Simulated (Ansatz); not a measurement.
## LiTaS3 (model cell, started as cubic perovskite with Ta in the octahedra): the cell at rest

Task: relax LiTaS3 (model cell, started as cubic perovskite with Ta in the octahedra) tightly.

Calculated with Ansatz 0.2.0; DFT PBEsol, scalar-relativistic, plane waves, PAW; PAW set soft_1.

The structure was built from a prototype and need not be the compound's stable phase.

## 1. Starting point

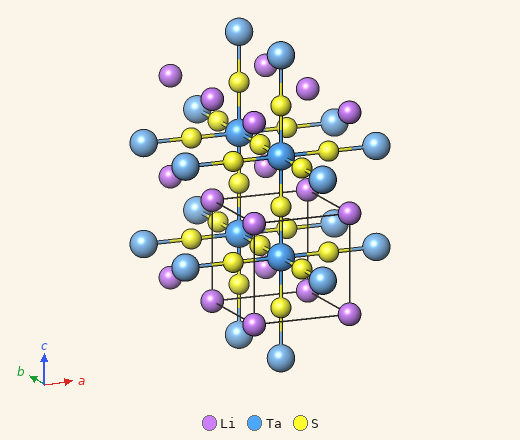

The cell as given, slightly off an axis (lithium purple, tantalum blue, sulfur yellow). 1×2×2 cells are drawn. Some periodic images of atoms are drawn too.

## 2. Probe on a coarse mesh

A quick single point on a coarse mesh tells whether the cell has a gap and how far it is from rest, which sets the k mesh and smearing that follow.

input.yaml reads:

```yaml
crystal:
  lattice:
    - [4.8608, 0.0, 0.0]
    - [0.0, 4.8608, 0.0]
    - [0.0, 0.0, 4.8608]
  atoms:
    - { symbol: Li, position: [0.0, 0.0, 0.0] }
    - { symbol: Ta, position: [0.5, 0.5, 0.5] }
    - { symbol: S, position: [0.5, 0.5, 0.0] }
    - { symbol: S, position: [0.5, 0.0, 0.5] }
    - { symbol: S, position: [0.0, 0.5, 0.5] }
kpoints:
  mp_grid: { grid: [4, 4, 4] }
hamiltonian:
  xc: pbesol
  pseudopotentials: { kind: paw, azcp: { folder: soft_1 }, xc_functional: pbe }
scf:
  occupations: { method: gaussian, width: 0.1 }
output:
  forces: true
  stress: true
  eigenvalues: true
```

Started as:

```
$ ansatz run input.yaml --threads 8 --pin off --max-ram 16384MiB --backend cpu --events-out ev --progress --plain --runs-dir out
```

Numbers of over 12 decimals in the logs are rounded to 6 here.

Log:

```text
Engine: ansatz 0.2.0, aarch64-unknown-linux-gnu
Pseudopotentials: kind: paw
Pseudopotential: Li, paw, valence charge 3, recommended cutoff 420 eV (normal), soft_1/Li.paw.azcp
Pseudopotential: Ta, paw, valence charge 13, recommended cutoff 420 eV (normal), soft_1/Ta.paw.azcp
Pseudopotential: S, paw, valence charge 6, recommended cutoff 420 eV (normal), soft_1/S.paw.azcp
Functional definition: PBEsol
[...]
k-point 0: bands = [... 13 lower, 4.2354, 4.7424, 4.7424, 4.7424, 5.0147, 5.0147, 5.0147, 7.4451, ... 1 higher]
  k-point 1: bands = [... 13 lower, 3.4288, 4.0070, 4.5884, 4.5884, 5.0416, 6.6549, 6.6549, 7.4637, ... 1 higher]
  k-point 2: bands = [... 13 lower, 2.7908, 3.8023, 4.6115, 4.6115, 5.0691, 7.4785, 7.8062, 7.8062, ... 1 higher]
  k-point 9: bands = [... 13 lower, 0.9147, 5.5370, 5.5370, 5.5370, 7.9676, 8.2032, 8.2032, 8.2032, ... 1 higher]
[key lines of the parts left out:]
SCF converged after 8 iterations
Free energy (F): -12668.882209 eV
Fermi energy:    5.286788 eV
P = ⅓ Tr σ = -5.1222 GPa (-51.222 kbar)
```

Wall time 1 s (8 threads of Arm Neoverse V2, shared host); peak memory 0.41 GiB.

This step gave:

```
pressure          : -5.122 GPa
volume per atom   : 22.97 Å³
gap on the k-mesh : 0 eV
```

The coarse mesh shows no gap and a pressure of -5.1 GPa.

## 3. Relaxation

Harmonic phonons are second derivatives at a point where the forces vanish, and they are wanted at zero stress, so atoms and cell are relaxed first.

input.yaml, as its differences from that of step 2:

```diff
@@ -12,3 +12,3 @@
 kpoints:
-  mp_grid: { grid: [4, 4, 4] }
+  mp_grid: { grid: [8, 8, 8] }
 hamiltonian:
@@ -22 +22,6 @@
   eigenvalues: true
+relax:
+  adjacent_minimum: "off"
+  f_tol: 0.005
+  max_steps: 80
+  cell: { stress_tol: 0.05 }
```

Log:

```text
[...]
Crystal: 5 atoms, lattice volume = 114.848 Å³
Basis set: ecut = 420 eV, 2205 PW (Γ), exchange–correlation on 72×72×72 points (8 copies of the dense FFT grid, shifted against one another)
Bands: 22, of which v1, the nominal top of the filled ones, is band 17 counted from 1 (16 counted from 0)
Symmetry: 48 space group operations
[...]
k-points: 35 of 512
[...]
SCF iter   1: F=—  HF=-12669.106337 eV  |F-HF|=—  |Δ(HF+E_count)|=         —  Δρ=2.69e-2  dr2=1.31e0  ethr=3.10e-3  ⟨swp⟩=6.2  Hψ=4135  notcnv=0
[...]
SCF iter   9: F=-12668.824196 eV  HF=-12668.824196 eV  |F-HF|=6.12e-9  |Δ(HF+E_count)|=   1.98e-7  Δρ=1.70e-6  dr2=3.28e-9  ethr=2.94e-10  ⟨swp⟩=9.5  Hψ=3434  notcnv=0
the search or the solves at the SCF's close seem to have found levels that the self-consistency loop had missed (the run counts 1). By its estimate they hold under 1e-12 electrons; where the run keeps them, the occupations were computed again with them
SCF 1 converged in 9 iterations: F = -12668.824196 eV  dr2 = 3.28e-9
[...]
relax step   1: F+E_penalty+E_count = -12668.82419606 eV  Δ(F+E_penalty+E_count) = +0.000e0 eV  max|allowed force component| = 3.706e-29 eV/Å  Δτ_max = 0.0000 Å  P = -4.544 GPa  Ω = 114.848 Å³  (9 SCF iters, dr2 threshold 1.00e-7 eV, accepted)
Crystal: 5 atoms, lattice volume = 106.361 Å³
Basis set: ecut = 420 eV, 2103 PW (Γ), exchange–correlation on 72×72×72 points (8 copies of the dense FFT grid, shifted against one another)
[...]
iter 1 solved again at ethr=3.83e-4 eV; its pass at ethr=3.10e-3 eV (dr2=1.30e-1 eV) is discarded
[...]
SCF iter   6: F=-12668.906092 eV  HF=-12668.906092 eV  |F-HF|=1.02e-7  |Δ(HF+E_count)|=   3.25e-7  Δρ=1.26e-5  dr2=2.54e-7  ethr=1.47e-9  ⟨swp⟩=8.0  Hψ=3805  notcnv=0
SCF 2 converged in 6 iterations: F = -12668.906092 eV  dr2 = 2.54e-7
relax step   2: F+E_penalty+E_count = -12668.90609193 eV  Δ(F+E_penalty+E_count) = -8.190e-2 eV  max|allowed force component| = 6.945e-30 eV/Å  Δτ_max = 0.0000 Å  P = +1.928 GPa  Ω = 106.361 Å³  energy of the carried Pulay correction = +9.508e-4 eV  (6 SCF iters, dr2 threshold 5.00e-7 eV, accepted)
Crystal: 5 atoms, lattice volume = 108.755 Å³
[...]
SCF iter   5: F=-12668.918633 eV  HF=-12668.918633 eV  |F-HF|=1.81e-8  |Δ(HF+E_count)|=   1.97e-7  Δρ=9.93e-6  dr2=8.58e-8  ethr=1.47e-9  ⟨swp⟩=7.4  Hψ=3776  notcnv=0
SCF 3 converged in 5 iterations: F = -12668.918633 eV  dr2 = 8.58e-8
relax step   3: F+E_penalty+E_count = -12668.91863330 eV  Δ(F+E_penalty+E_count) = -1.254e-2 eV  max|allowed force component| = 3.455e-30 eV/Å  Δτ_max = 0.0000 Å  P = -0.173 GPa  Ω = 108.755 Å³  energy of the carried Pulay correction = +6.752e-4 eV  (5 SCF iters, dr2 threshold 5.00e-7 eV, accepted)
[...]
relax step   4: F+E_penalty+E_count = -12668.91876805 eV  Δ(F+E_penalty+E_count) = -1.347e-4 eV  max|allowed force component| = 1.629e-30 eV/Å  Δτ_max = 0.0000 Å  P = -0.005 GPa  Ω = 108.554 Å³  energy of the carried Pulay correction = +6.982e-4 eV  (5 SCF iters, dr2 threshold 7.48e-8 eV, accepted)
Basis set: ecut = 420 eV, 2103 PW (Γ), exchange–correlation on 64×64×64 points (8 copies of the dense FFT grid, shifted against one another)
[...]
SCF iter   1: F=—  HF=-12668.917873 eV  |F-HF|=—  |Δ(HF+E_count)|=         —  Δρ=5.48e-5  dr2=3.94e-7  ethr=1.80e-6  ⟨swp⟩=3.0  Hψ=6222  notcnv=0
eigensolver tolerance schedule: the retry pair's looser diagonalisation over-reported the residual by 1556.08 of it (diagonalisation noise at 9.69 of the residual, at the tolerance the schedule requests for it); recorded, not acted on — ethr = c·dr2/N_el stays at c = 1.0e-1
[...]
SCF iter   2: F=—  HF=-12668.918086 eV  |F-HF|=—  |Δ(HF+E_count)|=   2.13e-4  Δρ=6.72e-6  dr2=3.17e-8  ethr=1.16e-9  ⟨swp⟩=3.2  Hψ=1631  notcnv=0
[...]
SCF iter   5: F=-12668.918086 eV  HF=-12668.918086 eV  |F-HF|=2.00e-11  |Δ(HF+E_count)|=  1.60e-10  Δρ=1.19e-7  dr2=2.51e-11  ethr=1.00e-12  ⟨swp⟩=4.4  Hψ=3578  notcnv=0
SCF 5 converged in 5 iterations: F = -12668.918086 eV  dr2 = 2.51e-11
relax step   5: F+E_penalty+E_count = -12668.91808590 eV  Δ(F+E_penalty+E_count) = +6.821e-4 eV  max|allowed force component| = 5.162e-30 eV/Å  Δτ_max = 0.0000 Å  P = -0.006 GPa  Ω = 108.554 Å³  stress off target by 5.63e-3 GPa  SCF on the basis re-selected at this cell (its energy is not comparable with the rows above)  (5 SCF iters)
basis re-selected at this cell: Δ(F+E_penalty+E_count) = +6.821e-4 eV, ΔP = -0.000 GPa vs the last step (what re-selecting the basis moved, of the pressure what is left beyond the Pulay correction that the steps carried, after the strain that the cell walked since its last selection, with what the two solves' SCF thresholds leave and, on support functions, any second-order correction that the steps lacked; it is no measure of the basis error at this ecutwfc). The dense FFT grid was sized anew with the basis: this SCF ran on 32×32×32 points, the steps before it on 36×36×36, so part of this shift can come from that change (see relax.cell in the input reference). [rest of the remark cut]
SCF converged after 5 iterations
Free energy (F): -12668.918086 eV
[...]
Internal energy: -12668.912389 eV  (E = F + TS)
E sigma→0 (E₀):  -12668.915237 eV
Entropy (-TS):   -0.005697 eV (-1.139 meV/atom)
Fermi energy:    6.147825 eV
[...]
--- Stress (GPa, compression-positive) ---
       -0.005628      -0.000000       0.000000
       -0.000000      -0.005628       0.000000
        0.000000       0.000000      -0.005628
  P = ⅓ Tr σ = -0.0056 GPa (-0.056 kbar)
--- Band table (eV; the first three rows and the last of 35) ---
  k-point 0: bands = [... 13 lower, 4.8175, 5.4029, 5.4029, 5.4029, 5.4211, 5.4211, 5.4211, 8.1438, ... 1 higher]
  k-point 1: bands = [... 13 lower, 4.7376, 4.8150, 5.2174, 5.2174, 5.4298, 6.2619, 6.2619, 8.1529, ... 1 higher]
  k-point 2: bands = [... 13 lower, 3.9790, 4.5571, 5.2254, 5.2254, 5.4509, 7.2700, 7.2700, 8.1714, ... 1 higher]
  k-point 34: bands = [... 13 lower, 1.2155, 6.2474, 6.2474, 6.2474, 8.4896, 8.8953, 8.8953, 8.8953, ... 1 higher]
--- Relaxed structure (4 steps of the walk, 4 accepted, 1 SCFs on fresh bases) ---
  F+E_penalty+E_count = -12668.91808590 eV   max|allowed force component| = 5.162e-30 eV/Å   (the final SCF, on the basis selected at the relaxed cell)
  cell:  # Å, volume = 108.5540 Å³
    - [4.770332, 0, 0]
    - [0, 4.770332, 0]
    - [0, 0, 4.770332]
  atoms:
    - { symbol: Li, position: [0, 0, 0] }
    - { symbol: Ta, position: [0.5, 0.5, 0.5] }
    - { symbol: S, position: [0.5, 0.5, 0] }
    - { symbol: S, position: [0.5, 0, 0.5] }
    - { symbol: S, position: [0, 0.5, 0.5] }
```

The job ended after 4.1 s (8 threads; peak memory 0.53 GiB; 27 s of CPU time).

Step by step:

```csv
step,energy less that of the first step (eV),largest force component (eV/Å),pressure (GPa),volume (Å³)
1,0.0000,0.0000,-4.54,114.85
2,-0.0819,0.0000,1.93,106.36
3,-0.0944,0.0000,-0.17,108.76
4,-0.0946,0.0000,-0.01,108.55
5*,-0.0939,0.0000,-0.01,108.55
```

Relaxation steps marked * repeat the geometry before them on a plane-wave basis chosen anew for their cell, so energy and pressure can jump there.

The run keeps the 48 symmetry operations that it works with, so distortions that break them were not tested.

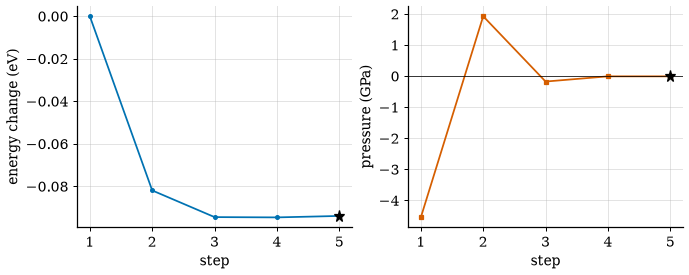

Energy and pressure along the relaxation. Stars mark steps on a basis chosen anew.

```csv
"conventional cell, symmetrised",before,after,change
a (Å),4.861,4.770,-1.9 %
b (Å),4.861,4.770,-1.9 %
c (Å),4.861,4.770,-1.9 %
volume (Å³/atom),22.97,21.71,-5.5 %
```

The relaxed structure:

```xyz
5
Lattice="4.7703 0.0000 0.0000 0.0000 4.7703 0.0000 0.0000 0.0000 4.7703" Properties=species:S:1:pos:R:3 pbc="T T T"
Li    0.0000    0.0000    0.0000
Ta    2.3852    2.3852    2.3852
S     2.3852    2.3852    0.0000
S     2.3852    0.0000    2.3852
S     0.0000    2.3852    2.3852
```

This step gave:

* pressure: -0.005628 GPa
* volume per atom: 21.71 Å³

In this step the volume went from 22.97 to 21.71 Å³/atom.

## 4. Relaxing to small forces for the phonons

Phonons need a cell at rest on their own settings, so the relaxation is repeated with tight tolerances on forces and stress, using the mesh and the filling of the phonon run that follows.

input.yaml, the sections that differ from step 3:

```yaml
crystal:
  lattice:
    - [4.7703316616, 0.0, 0.0]
    - [0.0, 4.7703316616, 0.0]
    - [0.0, 0.0, 4.7703316616]
  atoms:
    - { symbol: Li, position: [0.0, 0.0, 0.0] }
    - { symbol: Ta, position: [0.5, 0.5, 0.5] }
    - { symbol: S, position: [0.5, 0.5, 0.0] }
    - { symbol: S, position: [0.5, 0.0, 0.5] }
    - { symbol: S, position: [0.0, 0.5, 0.5] }
scf:
  occupations: { method: methfessel_paxton, width: 0.2 }
relax:
  adjacent_minimum: "off"
  f_tol: 0.001
  max_steps: 60
  cell: { stress_tol: 0.01 }
# kpoints, hamiltonian, output: as in step 3
```

Log:

```text
[...]
Crystal: 5 atoms, lattice volume = 108.554 Å³
Basis set: ecut = 420 eV, 2103 PW (Γ), exchange–correlation on 64×64×64 points (8 copies of the dense FFT grid, shifted against one another)
Bands: 22, of which v1, the nominal top of the filled ones, is band 17 counted from 1 (16 counted from 0)
Symmetry: 48 space group operations
[...]
k-points: 35 of 512
[...]
--- Relaxed structure (1 steps of the walk, 1 accepted, 1 SCFs on fresh bases) ---
[...]
cell:  # Å, volume = 108.5540 Å³
    - [4.7703316616, 0.0, 0.0]
    - [0.0, 4.7703316616, 0.0]
    - [0.0, 0.0, 4.7703316616]
  atoms:
    - { symbol: Li, position: [0.0, 0.0, 0.0] }
    - { symbol: Ta, position: [0.5, 0.5, 0.5] }
    - { symbol: S, position: [0.5, 0.5, 0.0] }
    - { symbol: S, position: [0.5, 0.0, 0.5] }
    - { symbol: S, position: [0.0, 0.5, 0.5] }
[key lines of the parts left out:]
SCF converged after 6 iterations
Free energy (F): -12668.911948 eV
Fermi energy:    6.144726 eV
P = ⅓ Tr σ = -0.0068 GPa (-0.068 kbar)
```

Wall time 1.8 s (8 threads); peak memory 0.5 GiB.

Little changed from the start: no atom moved by 0.005 Å and no cell edge by 0.1 %.

Numbers from this step:

- pressure: -0.006769 GPa

The forces vanish by symmetry and the pressure is -0.007 GPa, within the tolerances set. The cell now holds 21.71 Å³/atom.

## 5. Results

```
space group after relaxation (within 0.01 Å) : Pm-3m
lattice constant a                           : 4.770 Å
lattice constant b                           : 4.770 Å
lattice constant c                           : 4.770 Å
volume per atom                              : 21.7 Å³
```

**Reading.** The forces vanish by symmetry and the pressure is -0.007 GPa, within the tolerances set. The cell now holds 21.71 Å³/atom. The relaxation keeps the symmetry of its start, so it says nothing on stability against lower symmetry. Spin-orbit coupling is left out, which can matter for the heavy elements here. The PAW files were made for PBE and serve the other functionals too. The starting cell was built on a prototype and not taken from a measurement, so the phase need not exist.

[Logs are printed without paths, hosts, clocks, repeated set-up lines and the standing remarks that a program may print on its own settings, such as how far it seeks lower states.]

[Hosts, paths, dates, database ids (printed as entryN), source tags and the programs' standing remarks are cut or masked in the printed files.]
